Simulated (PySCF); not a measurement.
# EPR calculation, with input and output: C3H8NSSi

System: C3H8NSSi, multiplicity 2.
Method: UKS B3LYP, pcH-1 on C H N S Si, non-relativistic, mean-field spin-orbit, GIAO (PySCF 2.14.0).

It belongs to a series of runs on one base structure; here: H added to sp C.

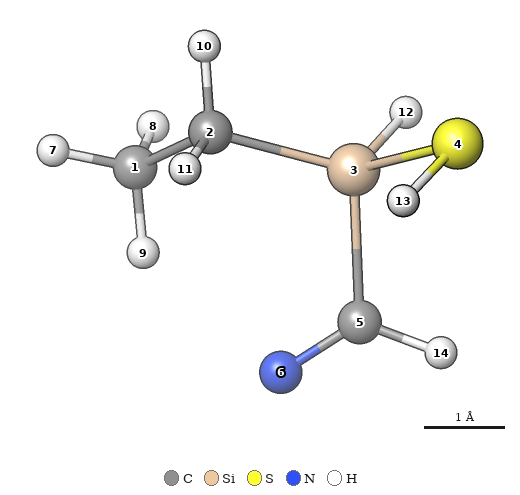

Figure 1. The structure (ball-and-stick view, seen at a tilt; atoms are numbered from 1 in the order of the input).

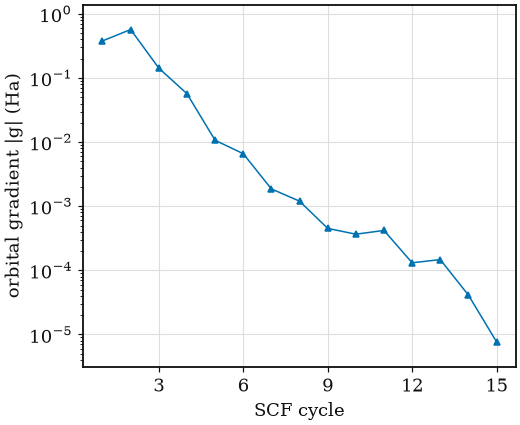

Figure 2. Convergence of the self-consistent field: orbital gradient |g| against the SCF cycle. All cycles printed in the log are drawn one after another.

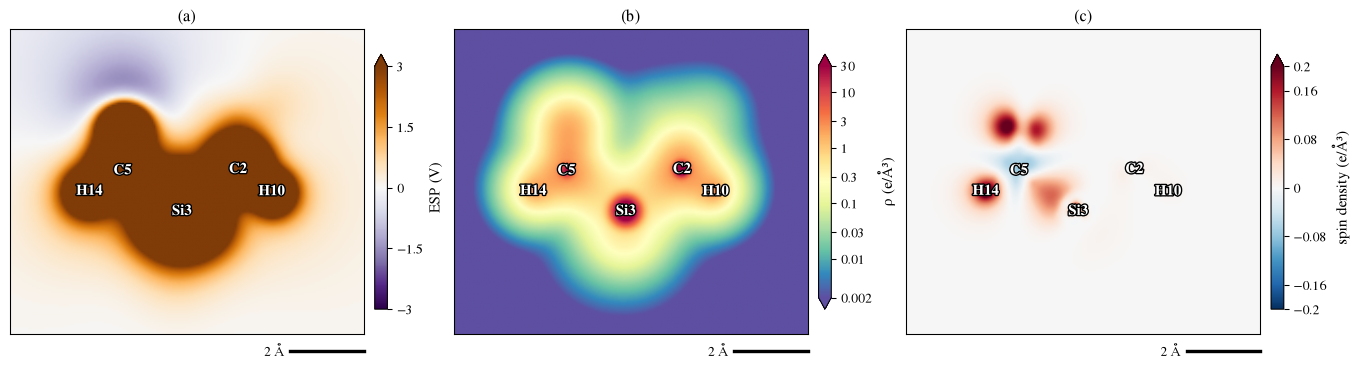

Figure 3. (a) molecular electrostatic potential; (b) total electron density; (c) spin density (α minus β) on the plane of atoms Si3, C2 and H10. The section cuts through C, Si and H sites. C–H (1.09 Å): ρ is about 1.9 e/Å³ halfway. C–Si (1.96 Å): ρ is about 0.81 e/Å³ halfway. The unpaired spin (1 electron) lies mostly on N6 (about 0.7), Si3 (about 0.1) and H14 (about 0.1), in electrons by Hirshfeld's partition.

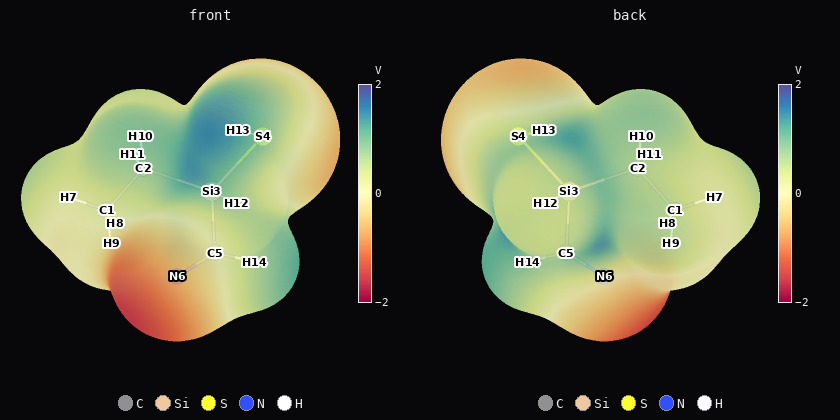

Figure 4. The molecular electrostatic potential painted on the density surface at 0.002 e/bohr³, seen at a tilt and from behind; the colour scale runs from red (negative) to blue (positive).

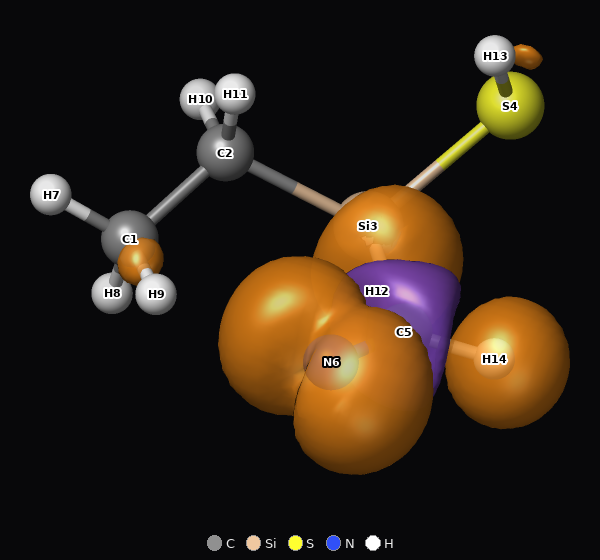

Figure 5. Isosurfaces of the spin density (α minus β) at +0.015 (orange) and −0.015 e/Å³ (purple), seen at a tilt. The unpaired spin (1 electron) lies mostly on N6 (about 0.7), Si3 (about 0.1) and H14 (about 0.1), in electrons by Hirshfeld's partition.

The input and output of the run follow.

**Input**
```
{"job": {"kind": "epr", "basis": "pcH-1"}, "charge": 0, "multiplicity": 2}
C     -1.622799    -0.866304     0.433268
C     -1.023187     0.498811     0.111355
Si     0.622336     0.354791    -0.823487
S      1.645305     2.248951    -1.008380
C      1.813971    -0.840673     0.178535
N      1.400171    -1.575681     1.044291
H     -2.522314    -0.756726     1.034995
H     -1.881616    -1.400506    -0.477809
H     -0.902950    -1.465384     0.988802
H     -1.732422     1.083678    -0.479370
H     -0.870870     1.044627     1.046560
H      0.553171    -0.127838    -2.197753
H      1.667973     2.552341     0.281729
H      2.852555    -0.750560    -0.154901
```

The first line tells a small driver script what to run in PySCF; the rest is the geometry in Å.

Run as:
```bash
OMP_NUM_THREADS=1 python <driver script> task.json out
```

**Output**
```
UKS, coarse grid
  cycle   1  E = -861.50463350  |g| = 3.80e-01
  cycle   2  E = -861.41689360  |g| = 5.72e-01
  cycle   3  E = -861.57139204  |g| = 1.43e-01
  cycle   4  E = -861.57929767  |g| = 5.70e-02
  cycle   5  E = -861.58079585  |g| = 1.07e-02
  cycle   6  E = -861.58088334  |g| = 6.60e-03
  cycle   7  E = -861.58091799  |g| = 1.86e-03
  cycle   8  E = -861.58092559  |g| = 1.20e-03
  cycle   9  E = -861.58092742  |g| = 4.51e-04
UKS, final grid
  cycle   1  E = -861.58093944  |g| = 3.66e-04
  cycle   2  E = -861.58093954  |g| = 4.19e-04
  cycle   3  E = -861.58093965  |g| = 1.31e-04
  cycle   4  E = -861.58093968  |g| = 1.47e-04
  cycle   5  E = -861.58093970  |g| = 4.10e-05
  cycle   6  E = -861.58093970  |g| = 7.64e-06
E = -861.58093970 Eh   <S^2> = 0.7582 (exact 0.7500)
g shifts (ppm)      1          2          3
  rmc          -215       -215       -215
  gc             49         -1         36
  oz_so       -1277        211       3816
  total       -1442         -5       3637
hyperfine (MHz)  atom isotope    a_iso     a_fc   dipolar eigenvalues
    0   13C       6.43       6.43     -1.88     -1.53      3.41
    1   13C       1.17       1.16     -1.36     -0.92      2.28
    2  29Si    -172.02    -172.22    -41.35     20.57     20.78
    3   33S      -0.09      -0.10     -2.59     -2.17      4.76
    4   13C     -64.74     -64.73    -15.32      0.07     15.24
    5   14N      20.62      20.69    -41.97    -33.44     75.41
    6    1H       4.02       4.02     -1.60     -0.91      2.51
    7    1H      -0.44      -0.44     -1.66     -1.40      3.05
    8    1H       4.00       4.00     -7.67     -5.22     12.89
    9    1H       8.88       8.88     -1.51     -0.63      2.14
   10    1H      -0.35      -0.35     -1.94     -1.38      3.32
   11    1H      11.20      11.19     -2.71     -1.50      4.21
   12    1H       1.46       1.45     -1.54     -0.68      2.22
   13    1H     288.23     288.25     -5.01     -3.17      8.18
```

**Summary**

```csv
quantity,value
outcome,converged
total energy,−861.580940 hartree
⟨S²⟩,0.758
isotropic g,2.0030
hardware,"1 CPU thread, shared host"
wall time,62 s
peak memory,0.89 GiB
```
